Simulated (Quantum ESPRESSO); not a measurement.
## CoS: which magnetic order is lowest

Does CoS prefer parallel or opposed moments, or none?

Program: Quantum ESPRESSO 7.5. Level of theory: LDA; plane waves with GBRV 1.5 LDA potentials, no spin-orbit coupling. Results are calculated unless marked as measured.

## Step 1: Set-up

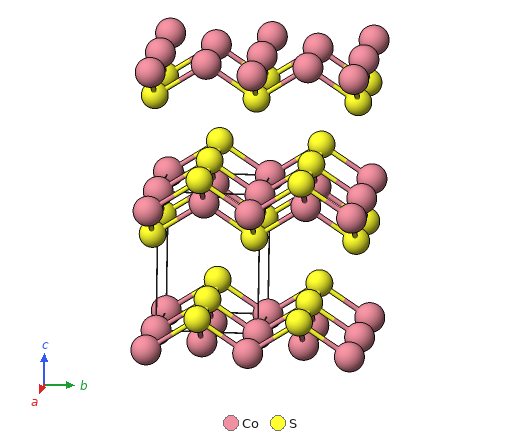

The cell as given, slightly off an axis (cobalt pink, sulfur yellow). 2×2×2 cells are drawn. Some periodic images of atoms are drawn too.

The cell comes from Materials Project 2023-11-01, a database of computed structures, and need not be the stable phase.

## Step 2: Start 1: ferro ++

The signs are those of the starting moments on the seeded atoms, the atoms that are given a moment.

pw.in reads:

```
&CONTROL
  calculation = 'scf'
  prefix = 'pwscf'
  outdir = './tmp'
  pseudo_dir = './pseudo'
  disk_io = 'nowf'
/
&SYSTEM
  ibrav = 0
  celldm(1) = 8
  nat = 4
  ntyp = 2
  ecutwfc = 40
  ecutrho = 280
  nbnd = 35
  occupations = 'smearing'
  smearing = 'fd'
  degauss = 0.00734986
  nspin = 2
  starting_magnetization(1) = 0.1765
  starting_magnetization(2) = 0
/
&ELECTRONS
  conv_thr = 8d-09
  electron_maxstep = 150
  mixing_beta = 0.3
/
ATOMIC_SPECIES
Co     58.9332 co_lda_v1.2.uspp.F.UPF
S      32.0600 s_lda_v1.4.uspp.F.UPF
CELL_PARAMETERS alat
   0.8558983586559    0.0000000000000    0.0000000000000
   0.0000000000000    0.8558983586559    0.0000000000000
   0.0000000000000    0.0000000000000    1.1841226900734
ATOMIC_POSITIONS crystal
Co      0.0000000000    0.0000000000    0.0000000000
Co      0.5000000000    0.5000000000    0.0000000000
S       0.5000000000    0.0000000000    0.7650949000
S       0.0000000000    0.5000000000    0.2349051000
K_POINTS automatic
6 6 6 0 0 0
```

Launch:

```
$ OMP_NUM_THREADS=1 mpirun -n 2 pw.x -nk 2 -in pw.in > pw.out
```

The log of the run:

```text
Program PWSCF v.7.5 starts

     Message from routine setup:
     using ibrav=0 with symmetry is DISCOURAGED, use correct ibrav instead

     K-points division:     npool     =       2
     Subspace diagonalization in iterative solution of the eigenvalue problem:

     G-vector sticks info
     --------------------
     sticks:   dense  smooth     PW     G-vecs:    dense   smooth      PW
     Sum        1041     593    185                35107    15231    2637

     Using Slab Decomposition

     bravais-lattice index     =            0
     lattice parameter (alat)  =       8.0000  a.u.
     unit-cell volume          =     444.1310 (a.u.)^3
     number of atoms/cell      =            4
     number of atomic types    =            2
     number of electrons       =        46.00
     number of Kohn-Sham states=           35
     kinetic-energy cutoff     =      40.0000  Ry
     charge density cutoff     =     280.0000  Ry
     scf convergence threshold =      8.0E-09
     mixing beta               =       0.3000
     number of iterations used =            8  plain     mixing
     Exchange-correlation=  SLA  PZ   NOGX NOGC
                           (   1   1   0   0   0   0   0)

     celldm(1)=   8.000000  celldm(2)=   0.000000  celldm(3)=   0.000000
     celldm(4)=   0.000000  celldm(5)=   0.000000  celldm(6)=   0.000000

     crystal axes: (cart. coord. in units of alat)
               a(1) = (   0.855898   0.000000   0.000000 )
               a(2) = (   0.000000   0.855898   0.000000 )
               a(3) = (   0.000000   0.000000   1.184123 )

     reciprocal axes: (cart. coord. in units 2 pi/alat)
               b(1) = (  1.168363  0.000000  0.000000 )
               b(2) = (  0.000000  1.168363  0.000000 )
               b(3) = (  0.000000  0.000000  0.844507 )

     PseudoPot. # 1 for Co read from file:
     co_lda_v1.2.uspp.F.UPF
     Pseudo is Ultrasoft + core correction, Zval = 17.0
     Generated by new atomic code, or converted to UPF format
     Using radial grid of  863 points,  6 beta functions with:
                l(1) =   0
                l(2) =   0
                l(3) =   1
                l(4) =   1
                l(5) =   2
                l(6) =   2
     Q(r) pseudized with  8 coefficients,  rinner =    1.200   1.200   1.200
                                                       1.200   1.200

     PseudoPot. # 2 for S  read from file:
     s_lda_v1.4.uspp.F.UPF
     Pseudo is Ultrasoft + core correction, Zval =  6.0
     Generated by new atomic code, or converted to UPF format
     Using radial grid of  907 points,  6 beta functions with:
                l(1) =   0
                l(2) =   0
                l(3) =   1
                l(4) =   1
                l(5) =   2
                l(6) =   2
     Q(r) pseudized with  8 coefficients,  rinner =    1.300   1.300   1.300
                                                       1.300   1.300

     atomic species   valence    mass     pseudopotential
     Co               17.00    58.93320     Co( 1.00)
     S                 6.00    32.06000     S ( 1.00)

     Starting magnetic structure
     atomic species   magnetization
     Co              0.176
     S               0.000

     16 Sym. Ops., with inversion, found ( 8 have fractional translation)

   Cartesian axes

     site n.     atom                  positions (alat units)
         1        Co     tau(   1) = (   0.0000000   0.0000000   0.0000000  )
         2        Co     tau(   2) = (   0.4279492   0.4279492   0.0000000  )
         3        S      tau(   3) = (   0.4279492   0.0000000   0.9059662  )
         4        S      tau(   4) = (   0.0000000   0.4279492   0.2781565  )

     number of k points=    40  Fermi-Dirac smearing, width (Ry)=  0.0073
                       cart. coord. in units 2pi/alat
        k(    1) = (   0.0000000   0.0000000   0.0000000), wk =   0.0046296
        k(    2) = (   0.0000000   0.0000000   0.1407512), wk =   0.0092593
        k(    3) = (   0.0000000   0.0000000   0.2815024), wk =   0.0092593
        k(    4) = (   0.0000000   0.0000000  -0.4222535), wk =   0.0046296
        k(    5) = (   0.0000000   0.1947272   0.0000000), wk =   0.0185185
        [... 35 further k-points ...]

     Dense  grid:    35107 G-vectors     FFT dimensions: (  40,  40,  54)

     Smooth grid:    15231 G-vectors     FFT dimensions: (  30,  30,  40)

     Check: negative core charge=   -0.000024
     Generating pointlists ...
     new r_m :   0.2105 (alat units)  1.6843 (a.u.) for type    1
     new r_m :   0.2105 (alat units)  1.6843 (a.u.) for type    2

     Initial potential from superposition of free atoms

     starting charge      43.9999, renormalised to      46.0000
     Starting wfcs are   34 randomized atomic wfcs +    1 random wfcs

     Self-consistent Calculation

     iteration #  1     ecut=    40.00 Ry     beta= 0.30
     Davidson diagonalization with overlap
     ethr =  1.00E-02,  avg # of iterations =  6.3

     total energy              =    -636.78082200 Ry
     estimated scf accuracy    <      23.07792916 Ry

     total magnetization       =     2.26 Bohr mag/cell
     absolute magnetization    =     2.83 Bohr mag/cell

     iteration #  2     ecut=    40.00 Ry     beta= 0.30
     Davidson diagonalization with overlap
     ethr =  1.00E-02,  avg # of iterations =  3.0

     total energy              =    -643.08082520 Ry
     estimated scf accuracy    <      26.85029316 Ry

     total magnetization       =     0.31 Bohr mag/cell
     absolute magnetization    =     0.41 Bohr mag/cell

     iteration #  3     ecut=    40.00 Ry     beta= 0.30
     Davidson diagonalization with overlap
     ethr =  1.00E-02,  avg # of iterations =  2.0

     total energy              =    -644.79396999 Ry
     estimated scf accuracy    <       0.82904824 Ry

     total magnetization       =     1.81 Bohr mag/cell
     absolute magnetization    =     1.98 Bohr mag/cell

     [... further iterations left out ...]

     iteration # 12     ecut=    40.00 Ry     beta= 0.30
     Davidson diagonalization with overlap
     ethr =  3.06E-07,  avg # of iterations =  1.5

     total energy              =    -645.01144615 Ry
     estimated scf accuracy    <       0.00000204 Ry

     total magnetization       =     0.80 Bohr mag/cell
     absolute magnetization    =     0.82 Bohr mag/cell

     iteration # 13     ecut=    40.00 Ry     beta= 0.30
     Davidson diagonalization with overlap
     ethr =  4.44E-09,  avg # of iterations =  4.0

     total energy              =    -645.01144679 Ry
     estimated scf accuracy    <       0.00000047 Ry

     total magnetization       =     0.80 Bohr mag/cell
     absolute magnetization    =     0.82 Bohr mag/cell

     iteration # 14     ecut=    40.00 Ry     beta= 0.30
     Davidson diagonalization with overlap
     ethr =  1.02E-09,  avg # of iterations =  2.1

     total energy              =    -645.01144700 Ry
     estimated scf accuracy    <       0.00000012 Ry

     total magnetization       =     0.80 Bohr mag/cell
     absolute magnetization    =     0.82 Bohr mag/cell

     iteration # 15     ecut=    40.00 Ry     beta= 0.30
     Davidson diagonalization with overlap
     ethr =  2.50E-10,  avg # of iterations =  2.3

     Magnetic moment per site  (integrated on atomic sphere of radius R)
     atom   1 (R=0.211)  charge= 14.9505  magn=  0.3613
     atom   2 (R=0.211)  charge= 14.9505  magn=  0.3613
     atom   3 (R=0.211)  charge=  3.4167  magn=  0.0172
     atom   4 (R=0.211)  charge=  3.4167  magn=  0.0172

     End of self-consistent calculation

     [... lines left out ...]
     the Fermi energy is     9.6167 ev

!    total energy              =    -645.01144711 Ry
     estimated scf accuracy    <          4.4E-09 Ry
     smearing contrib. (-TS)   =      -0.00906497 Ry
     internal energy E=F+TS    =    -645.00238214 Ry

     The total energy is F=E-TS. E is the sum of the following terms:
     one-electron contribution =    -595.10894761 Ry
     hartree contribution      =     315.09747867 Ry
     xc contribution           =     -81.45864043 Ry
     ewald contribution        =    -283.53227277 Ry

     total magnetization       =     0.79 Bohr mag/cell
     absolute magnetization    =     0.82 Bohr mag/cell

     convergence has been achieved in  15 iterations

=------------------------------------------------------------------------------=
   JOB DONE.
=------------------------------------------------------------------------------=
```

Run time: 56 s. Hardware: 2 MPI ranks of Arm Neoverse V2, shared host; peak memory 0.24 GiB.

Spin moment in the atom's sphere by atom:

```tsv
atom	spin moment in the atom's sphere (μB)
Co1	0.361
Co2	0.361
S3	0.017
S4	0.017
```

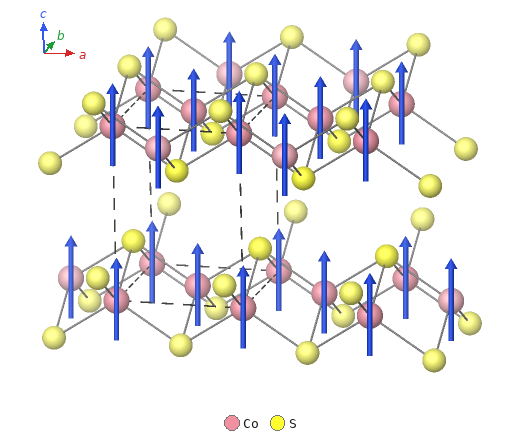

Spin moment in the atom's sphere as arrows, the longest 0.361 μB. Up and down stand for the sign. Arrows give size and sign along the axis of quantisation, drawn up and down the page. 2×1×1 cells are drawn. Some periodic images of atoms are drawn too.

Numbers from this step:

```yaml
smearing_term_ts: 0.1233 eV
magnetization: 0.795 μB
absolute_magnetization: 0.815 μB
final_state: ferromagnetic
```

## Step 3: Run 2 (antiferro q=(1/2,1/2,0) +−+−)

This order needs a doubled cell of 8 atoms. The wavevector q is in fractions of the reciprocal vectors of the crystal's primitive cell, as the cells of these inputs are built from it; moments change sign between cells as cos(2π q·R).

pw.in reads:

```
&CONTROL
  calculation = 'scf'
  prefix = 'pwscf'
  outdir = './tmp'
  pseudo_dir = './pseudo'
  disk_io = 'nowf'
/
&SYSTEM
  ibrav = 0
  celldm(1) = 8
  nat = 8
  ntyp = 3
  ecutwfc = 40
  ecutrho = 280
  nbnd = 59
  occupations = 'smearing'
  smearing = 'fd'
  degauss = 0.00734986
  nspin = 2
  starting_magnetization(1) = 0.1765
  starting_magnetization(2) = -0.1765
  starting_magnetization(3) = 0
/
&ELECTRONS
  conv_thr = 1.6d-08
  electron_maxstep = 150
  mixing_beta = 0.3
/
ATOMIC_SPECIES
Co1    58.9332 co_lda_v1.2.uspp.F.UPF
Co2    58.9332 co_lda_v1.2.uspp.F.UPF
S      32.0600 s_lda_v1.4.uspp.F.UPF
CELL_PARAMETERS alat
   1.7117967173119    0.0000000000000    0.0000000000000
   0.8558983586559    0.8558983586559    0.0000000000000
   0.0000000000000    0.0000000000000    1.1841226900734
ATOMIC_POSITIONS crystal
Co1     0.0000000000    0.0000000000    0.0000000000
Co2     0.5000000000    0.0000000000    0.0000000000
Co1     0.0000000000    0.5000000000    0.0000000000
Co2     0.5000000000    0.5000000000    0.0000000000
S       0.2500000000    0.0000000000    0.7650949000
S       0.7500000000    0.0000000000    0.7650949000
S       0.7500000000    0.5000000000    0.2349051000
S       0.2500000000    0.5000000000    0.2349051000
K_POINTS automatic
3 6 6 0 0 0
```

The log of the run:

```text
[banner, memory and clock lines left out]
Program PWSCF v.7.5 starts

     Message from routine setup:
     using ibrav=0 with symmetry is DISCOURAGED, use correct ibrav instead

     bravais-lattice index     =            0
     lattice parameter (alat)  =       8.0000  a.u.
     unit-cell volume          =     888.2619 (a.u.)^3
     number of atoms/cell      =            8
     number of atomic types    =            3
     number of electrons       =        92.00
     number of Kohn-Sham states=           59
     kinetic-energy cutoff     =      40.0000  Ry
     charge density cutoff     =     280.0000  Ry
     scf convergence threshold =      1.6E-08
     mixing beta               =       0.3000
     number of iterations used =            8  plain     mixing
     Exchange-correlation=  SLA  PZ   NOGX NOGC
                           (   1   1   0   0   0   0   0)

     celldm(1)=   8.000000  celldm(2)=   0.000000  celldm(3)=   0.000000
     celldm(4)=   0.000000  celldm(5)=   0.000000  celldm(6)=   0.000000

     crystal axes: (cart. coord. in units of alat)
               a(1) = (   1.711797   0.000000   0.000000 )
               a(2) = (   0.855898   0.855898   0.000000 )
               a(3) = (   0.000000   0.000000   1.184123 )

     reciprocal axes: (cart. coord. in units 2 pi/alat)
               b(1) = (  0.584182 -0.584182  0.000000 )
               b(2) = (  0.000000  1.168363  0.000000 )
               b(3) = (  0.000000  0.000000  0.844507 )

     PseudoPot. # 1 for Co read from file:
     co_lda_v1.2.uspp.F.UPF
     Pseudo is Ultrasoft + core correction, Zval = 17.0

     PseudoPot. # 2 for Co read from file:
     co_lda_v1.2.uspp.F.UPF
     Pseudo is Ultrasoft + core correction, Zval = 17.0

     PseudoPot. # 3 for S  read from file:
     s_lda_v1.4.uspp.F.UPF
     Pseudo is Ultrasoft + core correction, Zval =  6.0

     atomic species   valence    mass     pseudopotential
     Co1              17.00    58.93320     Co( 1.00)
     Co2              17.00    58.93320     Co( 1.00)
     S                 6.00    32.06000     S ( 1.00)

     Starting magnetic structure
     atomic species   magnetization
     Co1             0.176
     Co2            -0.176
     S               0.000

      8 Sym. Ops., with inversion, found ( 4 have fractional translation)

   Cartesian axes

     site n.     atom                  positions (alat units)
         1        Co1    tau(   1) = (   0.0000000   0.0000000   0.0000000  )
         2        Co2    tau(   2) = (   0.8558984   0.0000000   0.0000000  )
         3        Co1    tau(   3) = (   0.4279492   0.4279492   0.0000000  )
         4        Co2    tau(   4) = (   1.2838475   0.4279492   0.0000000  )
         5        S      tau(   5) = (   0.4279492   0.0000000   0.9059662  )
         6        S      tau(   6) = (   1.2838475   0.0000000   0.9059662  )
         7        S      tau(   7) = (   1.7117967   0.4279492   0.2781565  )
         8        S      tau(   8) = (   0.8558984   0.4279492   0.2781565  )

     number of k points=    32  Fermi-Dirac smearing, width (Ry)=  0.0073
                       cart. coord. in units 2pi/alat
        k(    1) = (   0.0000000   0.0000000   0.0000000), wk =   0.0092593
        k(    2) = (   0.0000000   0.0000000   0.1407512), wk =   0.0185185
        k(    3) = (   0.0000000   0.0000000   0.2815024), wk =   0.0185185
        k(    4) = (   0.0000000   0.0000000  -0.4222535), wk =   0.0092593
        k(    5) = (   0.0000000   0.1947272   0.0000000), wk =   0.0370370
        [... 27 further k-points ...]

     Dense  grid:    70247 G-vectors     FFT dimensions: (  75,  54,  54)

     Smooth grid:    30415 G-vectors     FFT dimensions: (  60,  40,  40)

     Check: negative core charge=   -0.000024
     Generating pointlists ...
     new r_m :   0.2105 (alat units)  1.6843 (a.u.) for type    1
     new r_m :   0.2105 (alat units)  1.6843 (a.u.) for type    2
     new r_m :   0.2105 (alat units)  1.6843 (a.u.) for type    3

     Initial potential from superposition of free atoms

     starting charge      87.9998, renormalised to      92.0000
     Starting wfcs are   68 randomized atomic wfcs

     Self-consistent Calculation

     iteration #  1     ecut=    40.00 Ry     beta= 0.30
     Davidson diagonalization with overlap
     ethr =  1.00E-02,  avg # of iterations =  5.0

     total energy              =   -1275.92746636 Ry
     estimated scf accuracy    <      40.88683616 Ry

     total magnetization       =     0.01 Bohr mag/cell
     absolute magnetization    =     6.82 Bohr mag/cell

     iteration #  2     ecut=    40.00 Ry     beta= 0.30
     Davidson diagonalization with overlap
     ethr =  1.00E-02,  avg # of iterations =  3.4

     total energy              =   -1286.10229717 Ry
     estimated scf accuracy    <      47.27435632 Ry

     total magnetization       =    -0.00 Bohr mag/cell
     absolute magnetization    =     0.88 Bohr mag/cell

     [... further iterations left out ...]

     iteration # 23     ecut=    40.00 Ry     beta= 0.30
     Davidson diagonalization with overlap
     ethr =  5.82E-11,  avg # of iterations =  2.8

     total energy              =   -1290.02195934 Ry
     estimated scf accuracy    <       0.00000003 Ry

     total magnetization       =    -0.01 Bohr mag/cell
     absolute magnetization    =     0.01 Bohr mag/cell

     iteration # 24     ecut=    40.00 Ry     beta= 0.30
     Davidson diagonalization with overlap
     ethr =  3.70E-11,  avg # of iterations =  4.3

     Magnetic moment per site  (integrated on atomic sphere of radius R)
     atom   1 (R=0.211)  charge= 14.9530  magn= -0.0001
     atom   2 (R=0.211)  charge= 14.9529  magn= -0.0006
     atom   3 (R=0.211)  charge= 14.9530  magn= -0.0001
     atom   4 (R=0.211)  charge= 14.9529  magn= -0.0006
     atom   5 (R=0.211)  charge=  3.4156  magn= -0.0000
     atom   6 (R=0.211)  charge=  3.4156  magn= -0.0000
     atom   7 (R=0.211)  charge=  3.4156  magn= -0.0000
     atom   8 (R=0.211)  charge=  3.4156  magn= -0.0000

     End of self-consistent calculation

     [... lines left out ...]
     the Fermi energy is     9.6385 ev

!    total energy              =   -1290.02195969 Ry
     estimated scf accuracy    <          6.5E-09 Ry
     smearing contrib. (-TS)   =      -0.02382987 Ry
     internal energy E=F+TS    =   -1289.99812982 Ry

     The total energy is F=E-TS. E is the sum of the following terms:
     one-electron contribution =   -1190.25892770 Ry
     hartree contribution      =     630.23039857 Ry
     xc contribution           =    -162.90505515 Ry
     ewald contribution        =    -567.06454554 Ry

     total magnetization       =    -0.00 Bohr mag/cell
     absolute magnetization    =     0.00 Bohr mag/cell

     convergence has been achieved in  24 iterations
```

Elapsed: 5.8 min, on 2 MPI ranks; peak memory 0.65 GiB.

Spin moment in the atom's sphere by atom:

```tsv
atom	spin moment in the atom's sphere (μB)
Co1	-0.0001
Co2	-0.0006
Co3	-0.0001
Co4	-0.0006
S5	0.0000
S6	0.0000
S7	0.0000
S8	0.0000
```

Numbers from this step:

```
smearing term TS       : 0.3242 eV
magnetization          : 0 μB
absolute magnetization : 0 μB
final state            : non-magnetic
```

(Part 1 of 2 ends here.)

[Logs and program files are shortened in this print: banners, set-up blocks, solver, clock and traceback lines can be left out without a mark of their own.]

[Logs are printed without paths, hosts, clocks, repeated set-up lines and the standing remarks that a program may print on its own settings, such as how far it seeks lower states.]

[Hosts, paths, dates, database ids (printed as entryN), source tags and the programs' standing remarks are cut or masked in the printed files.]

[Where a cell is said to come from a database of computed structures, the database is the Materials Project.]
